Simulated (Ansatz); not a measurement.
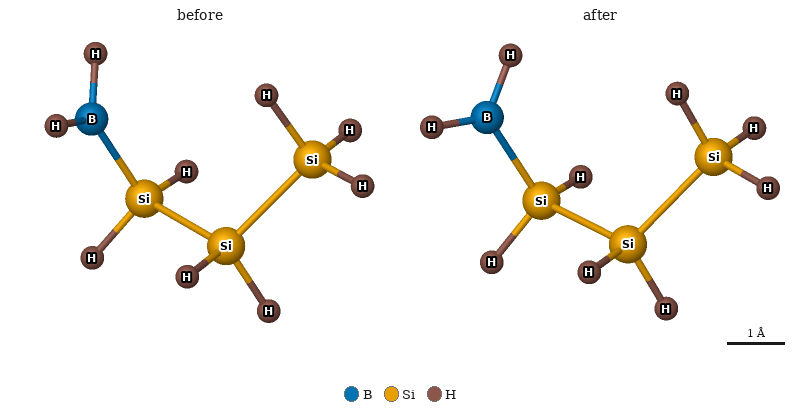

The structure of BSi3H9 before (left) and after (right) a relaxation, at one scale.

Style: ball-and-stick. Shown from a free direction.

The run prepares an end point of a later path (hydrogen shift) calculation, from a guessed geometry.

Computed with Ansatz 0.2.0, UKS r2SCANh-D4/STO-3G. (collinear spin; force threshold 0.02 eV/Å; at most 50 steps)

What changed between the two?

An H atom moves most after the best rigid fit: 0.59 Å. Largest moves by element: H 0.59 Å, B 0.08 Å, Si 0.07 Å. Some distances before and after: H–Si 1.546 → 1.443 Å, B–Si 1.875 → 1.942 Å, B–H 1.237 → 1.171 Å, H–Si 1.506 → 1.445 Å. Among the angles between lasting bonds that change: Si–Si–H 104.9° → 110.9°, H–Si–H 113.5° → 107.9°, Si–Si–H 106.8° → 109.5°. Groups turn about B–Si by about 35°. After 8 accepted moves (10 points after the start) the energy has fallen by 46.9 kJ/mol. The largest force component goes from 3.2 to 0.0092 eV/Å. The line search rejected the trial steps at points 5, 9 of the run. The forces were under the threshold at step 6, but the run went on from there.

Limits of the set-up: STO-3G is a minimal basis, so the numbers are rough.
